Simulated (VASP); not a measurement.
Shape and ions are relaxed at each volume.

Energy against volume of TiAl (L1_0). Computed with PBE GGA with D3 dispersion (zero damping), VASP's PBE PAW potentials (set 64) (plane waves; VASP).

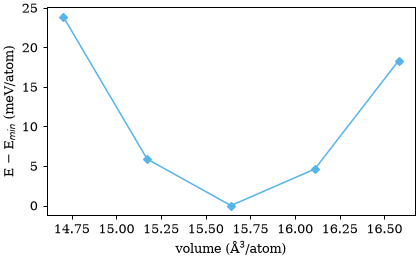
Figure: Energy against volume

Task: Estimate the equilibrium volume and the bulk modulus.

Result: The minimum lies near 15.7 Å³/atom, and the curvature gives B0 of about 120 GPa.

The compound is TiAl in the L1_0 structure. It was relaxed first.
